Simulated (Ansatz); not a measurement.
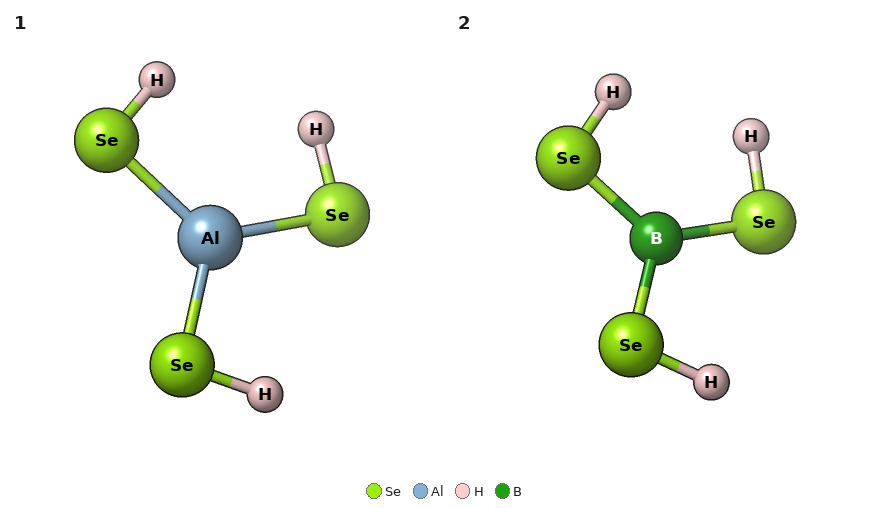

2 molecules with one skeleton, seen from the same side and at one scale. Charge 0, singlet. Computed geometries: PBE0-D4/def2-TZVP optimisations, one conformation each. Properties computed with Ansatz 0.2.0.

One atom differs, called X below: Al in panel 1, B in panel 2. Their formulas are AlH3Se3 (`[SeH][Al]([SeH])[SeH]`), BH3Se3 (`[SeH]B([SeH])[SeH]`).

In which is the HOMO–LUMO gap larger (PBE-D4/def2-TZVPP)?

In panel 1 (X = Al).

In which is the dipole moment larger (PBE0-D4/def2-TZVP)?

In panel 2 (X = B).

Give the values. With PBE0-D4/def2-TZVP: mean length of X–Se (Å), smallest angle Se–X–Se (°), largest angle Se–X–Se (°), dipole moment (D), harmonic zero-point energy (kJ/mol). With PBE-D4/def2-TZVPP: HOMO energy (Kohn–Sham orbital) (eV), HOMO–LUMO gap (eV).

| quantity | 1 (Al) | 2 (B) | 2 − 1 |
| --- | --- | --- | --- |
| mean length of X–Se (Å) | 2.314 | 1.938 | −0.376 |
| smallest angle Se–X–Se (°) | 116.8 | 115.3 | −1.5 |
| largest angle Se–X–Se (°) | 124.0 | 126.1 | +2.1 |
| dipole moment (D) | 1.13 | 1.18 | +0.05 |
| harmonic zero-point energy (kJ/mol) | 65.5 | 76.8 | +11.3 |
| HOMO energy (Kohn–Sham orbital) (eV) | −6.18 | −6.01 | +0.17 |
| HOMO–LUMO gap (eV) | 4.35 | 4.14 | −0.21 |
